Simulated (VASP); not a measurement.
Band structure of Tm (hcp). All values below come from PW91 GGA, VASP's PBE PAW potentials (set 64) (plane waves; VASP).

The 4f electrons are frozen in the core of the lanthanide potential, so 4f levels, which can set the real gap, and their magnetism are missing.

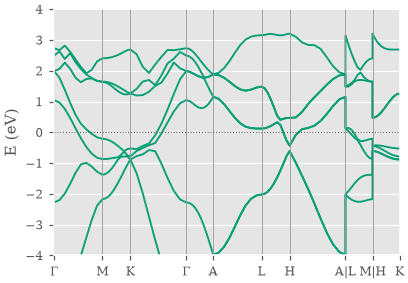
Bands along high-symmetry lines, zero at the valence-band maximum or, without a gap, the Fermi level

Problem. Read the plot: is there a gap, and where are the band edges?

Solution. It has no gap at this level: it comes out as a metal or semimetal. (Edges off the drawn lines would not show.)

The compound is Tm in the hcp structure. It was relaxed first.
